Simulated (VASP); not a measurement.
Band structure of Li$_{6}$TeO$_{6}$ (space group R-3). All values below come from r2SCAN meta-GGA, VASP's PBE PAW potentials (set 64) (plane waves; VASP).

Unless said otherwise, spin-orbit coupling is left out, though it shifts the bands of the heavy elements here.

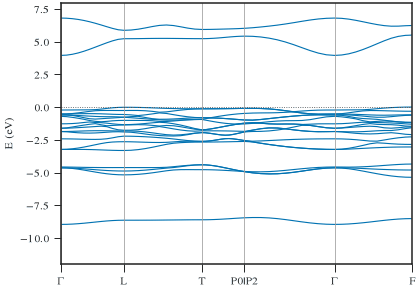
Fig. 1. Bands along high-symmetry lines, zero at the valence-band maximum or, without a gap, the Fermi level

Question: Read the plot: is there a gap, and where are the band edges?

Answer: The gap is indirect, 3.95 eV, from the valence maximum at F to the conduction minimum at Γ.

The structure comes from a computed database's Li6TeO6 entry (R-3); how it stands against other phases isn't given here. It was relaxed first.
